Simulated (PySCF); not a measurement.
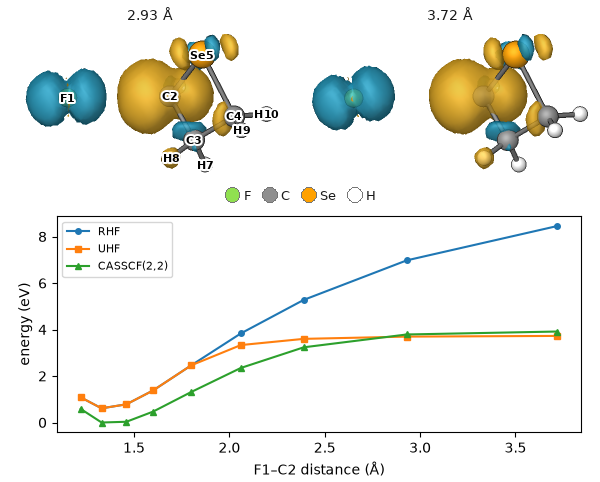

C$_{3}$H$_{5}$FSe, SMILES `FC1CC[Se]1`. Rigid stretch of the F1–C2 bond. Broken-symmetry UHF spin density at ±0.03 e/Å³ (yellow: α, teal: β). Below: energies along the scan, from the lowest point of the three curves.

Level of theory: cc-pVDZ basis (PySCF), at a geometry from GFN2-xTB. No frequency check shows the geometry to be a minimum. GFN2-xTB bond lengths at metals and heavier atoms can be off by up to 0.1 Å and shapes distorted, which carries into these values.

Geometry (Å), atoms numbered from 1:

```
F1      -1.9015    0.9797    0.2477
C2      -1.0567    0.1611   -0.4252
C3      -1.0595   -1.2836    0.0588
C4       0.4500   -1.5281    0.0615
Se5      0.8761    0.4148    0.0147
H6      -1.2385    0.3072   -1.4943
H7      -1.6332   -1.9674   -0.5672
H8      -1.4627   -1.3130    1.0712
H9       0.8446   -2.0365    0.9380
H10      0.8144   -2.0064   -0.8461
```

Q: How does the broken-symmetry solution share the spin, and how far is it from a pure singlet?

A: At 3.72 Å excess α spin lies mostly on C2 and excess β on F1; the two could be swapped at no cost. ⟨S²⟩ is 1.01 at 2.93 Å and 1.02 at 3.72 Å, against 0 for a pure singlet and 1 for an equal mix of singlet and triplet.

Q: Where does the UHF solution part from RHF?

A: Between 1.80 Å (⟨S²⟩ = 0, the two coincide) and 2.06 Å (⟨S²⟩ = 0.66); at 3.72 Å ⟨S²⟩ is 1.02 and UHF lies 4.7 eV below RHF.

Q: How much energy does the stretch cost?

A: By CASSCF, 3.9 eV from the lowest point of the scan (1.33 Å) to 3.72 Å; RHF gives 7.8 eV from its own lowest point. The fragments aren't relaxed and dynamic correlation is missing, so this isn't a bond dissociation energy.
